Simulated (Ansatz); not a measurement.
# Tunnelling from Al(111) to Al(111): the current at the widest gap

Three vacuum gaps between Al(111) and Al(111) are known. What current density flows at 0.25 V across 6.5 Å?

How it was computed: Ansatz 0.2.0, plane waves with PAW datasets, LDA; a slab with two metal leads whose outer parts are reservoirs, with density and current solved under bias (Landauer, 300 K). The gap is counted from plane to plane of nuclei, and atoms stay on ideal sites.

The runs, with one result withheld:

| gap (Å) | drop between the leads' cuts at 0.25 V (V) | current density at 0.25 V (A/m²) |
| --- | --- | --- |
| 3.5 | 0.131 | 1.68×10¹⁴ |
| 4.5 | 0.219 | 4.73×10¹³ |
| 5.5 | 0.244 | 9.78×10¹² |
| 6.5 | 0.248 | ? |

Worked fit:

Tunnelling falls as exp(−βd). From 3.5 to 4.5 Å, β = ln(1.68×10¹⁴/4.73×10¹³)/1 = 1.27 Å⁻¹, and from 4.5 to 5.5 Å it is 1.58 Å⁻¹; the slope still steepens as the gap leaves contact, so the wider pair is taken. Then 9.78×10¹² × exp(−1.58 × 1). Predicted: 2.03×10¹² A/m².

Check against the run:

1.56×10¹² A/m², so the prediction is 30 % too high. The last step has β = 1.84 Å⁻¹, an apparent barrier ħ²β²/8m of 3.2 eV: the decay of this current is still steepening. The conductances at 0 V give β = 1.51 and 1.60 Å⁻¹ for the last two steps; at 6.5 Å that conductance times the bias is 1.4 times the current, an excess of like faces at zero bias that the bias removes, so it is the poorer guide to the barrier.

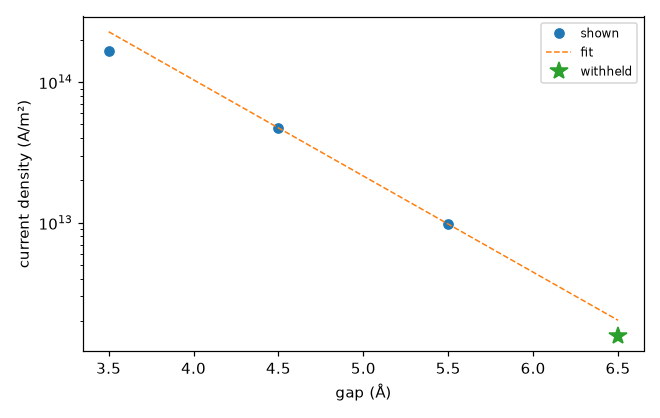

Current density against the gap.

Caveats: On every other k-point the currents of these runs, at any bias, move by up to 2.8 %. A semilocal functional lacks the image potential's tail.
